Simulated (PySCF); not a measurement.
Excited-state calculation, with input and output: BSiN2H7O

The run: excited-state calculation of BSiN2H7O. Method and program: TDA (BP86)/cc-pVDZ, RKS (PySCF 2.14.0).

The geometry comes from this level: PBE0-D4/def2-TZVP.

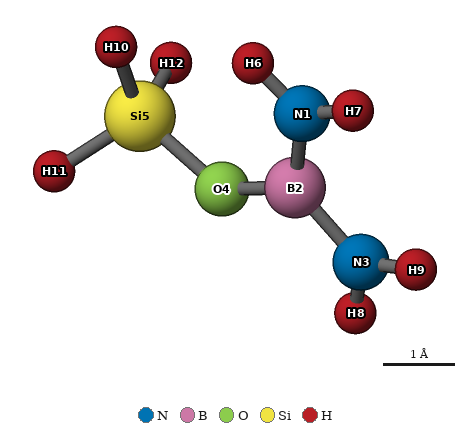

*The input geometry (ball-and-stick view, seen at an oblique angle; atoms are numbered from 1 in the order of the input).*

Bond lengths as drawn: B–N 1.41 to 1.42 Å, B–O 1.39 Å, H–N 1.00 Å, H–Si 1.48 to 1.49 Å and O–Si 1.63 Å.

Input file (job.py)
```python
from pyscf import gto, dft, tdscf

mol = gto.M(
    atom=[
    ('N', (-0.955300, 1.062000, 0.633400)),
    ('B', (-0.317400, -0.203400, 0.683600)),
    ('N', (-0.417900, -1.056700, 1.806000)),
    ('O', (0.443800, -0.654600, -0.382800)),
    ('Si', (1.035500, -0.013600, -1.759000)),
    ('H', (-0.945100, 1.640000, -0.186500)),
    ('H', (-1.534000, 1.417600, 1.371200)),
    ('H', (0.056400, -1.940100, 1.828600)),
    ('H', (-0.952400, -0.850100, 2.628000)),
    ('H', (0.214400, 1.144800, -2.217900)),
    ('H', (1.017600, -1.057700, -2.812900)),
    ('H', (2.431200, 0.456500, -1.557400)),
],
    basis='cc-pvdz',
    verbose=3,
    max_memory=1860,
)

mf = dft.RKS(mol, xc='bp86')
mf.grids.level = 2
mf.conv_tol = 1e-10
mf.kernel()
if not mf.converged:
    mf = mf.newton().run(mf.mo_coeff, mf.mo_occ)

e_final = mf.e_tot
print(f'total energy: {e_final:.8f} hartree')

td = mf.TDA()
td.nstates = 3
td.kernel()
td.analyze()
roots = td.e * 27.211386
osc = td.oscillator_strength()
print('state   eV      nm      f')
for i, (w, f) in enumerate(zip(roots, osc), 1):
    print('%3d %9.4f %8.1f %9.5f' % (i, w, 1239.842 / w, f))
```

Run as:
```bash
OMP_NUM_THREADS=1 python job.py
```

Log
```
converged SCF energy = -503.461214871003
total energy: -503.46121487 hartree
Excitation energies (eV)
[5.30976888 6.32195612 6.50815506]

** Singlet excitation energies and oscillator strengths **
state   eV      nm      f
  1    5.3098    233.5   0.00038
  2    6.3220    196.1   0.00207
  3    6.5082    190.5   0.00120
```

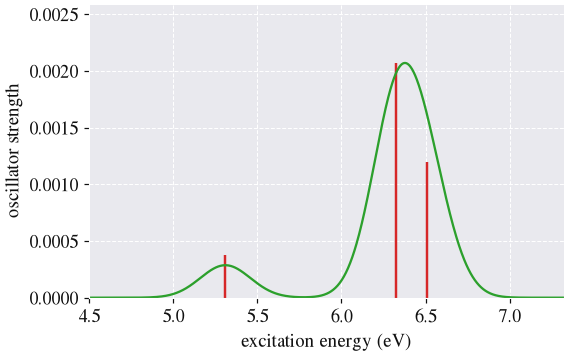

*Computed excitations as sticks (degenerate states added up, dark ones marked on the axis), with a Gaussian envelope of 0.35 eV full width at half maximum, scaled to the tallest.*

Of the 3 states the lowest lies at 5.31 eV (f = 0.000); the strongest line is at 6.32 eV, or 196 nm (f = 0.002).

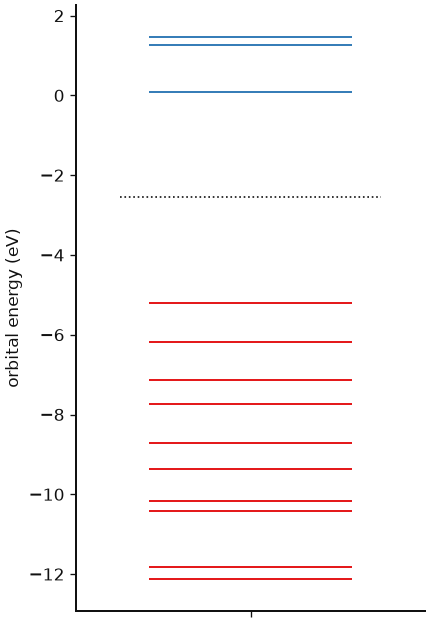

*Orbital energies near the frontier; the dotted line parts filled from empty levels, and levels within 0.02 eV of each other stand side by side.*

Highest filled −5.19 eV, lowest empty 0.09 eV, 5.28 eV apart.

Results in brief

```json
{"quantity": "outcome", "value": "converged"}
{"quantity": "total energy", "value": "−503.461215 hartree"}
{"quantity": "basis functions", "value": "109"}
{"quantity": "HOMO", "value": "−5.19 eV"}
{"quantity": "LUMO", "value": "0.09 eV"}
{"quantity": "dipole moment", "value": "1.82 D"}
{"quantity": "lowest excitation", "value": "5.31 eV"}
{"quantity": "hardware", "value": "1 thread of Arm Neoverse V2, 24 GiB of memory available, shared host"}
{"quantity": "wall time", "value": "61 s"}
{"quantity": "peak memory", "value": "0.68 GiB"}
```
